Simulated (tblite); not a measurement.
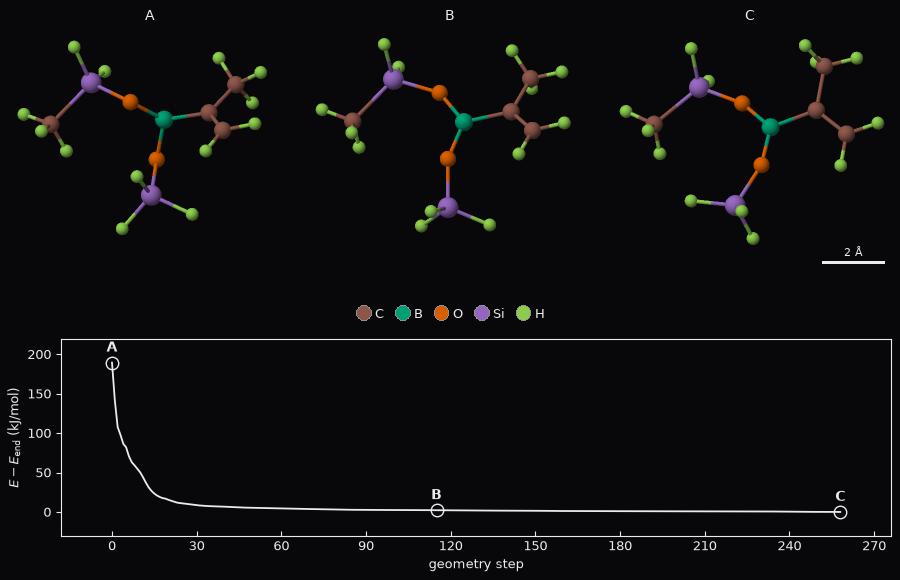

Frames of a relaxation of C₄H₁₃BO₂Si₂, marked on the history of the run. A ball-and-stick model, seen at a tilt.

Computed with GFN2-xTB geometry optimisation, gas phase in tblite 0.8.0. 

### Describe the path.

The energy falls by 189.3 kJ/mol in 258 geometry steps. The atom that moves furthest after the best rigid fit is an H atom (1.78 Å). By element the largest moves are H 1.78 Å, O 1.55 Å, C 0.95 Å, Si 0.90 Å, B 0.57 Å. Among the contacts that change: B–Si 2.564 → 2.899 Å, B–O 1.465 → 1.336 Å, B–O 1.445 → 1.337 Å, O–Si 1.708 → 1.604 Å. Bond angles that change, for instance: B–O–Si 108.5° → 160.3°, B–O–Si 113.4° → 162.0°, O–Si–C 106.5° → 114.8°. Groups turn about C–C by about 25°. From step 0 to 115: an O atom moves most (1.35 Å), energy −187.1 kJ/mol. From step 115 to 258: an H atom moves most (1.60 Å), energy −2.20 kJ/mol.

| step | E − E(0), kJ/mol |
| --- | --- |
| 0 | 0.00 |
| 1 | -47.88 |
| 2 | -81.67 |
| 3 | -91.66 |
| 4 | -102.90 |
| 5 | -107.41 |
| 6 | -118.81 |
| 7 | -126.29 |
| 8 | -130.30 |
| 9 | -134.66 |
| 10 | -139.23 |
| 23 | -177.46 |
| 36 | -182.21 |
| 49 | -184.00 |
| 62 | -185.11 |
| 75 | -185.97 |
| 88 | -186.69 |
| 101 | -186.89 |
| 114 | -187.12 |
| 127 | -187.53 |
| 141 | -187.70 |
| 154 | -188.00 |
| 167 | -188.25 |
| 180 | -188.35 |
| 193 | -188.49 |
| 206 | -188.53 |
| 219 | -188.68 |
| 232 | -188.76 |
| 245 | -189.14 |
| 258 | -189.33 |
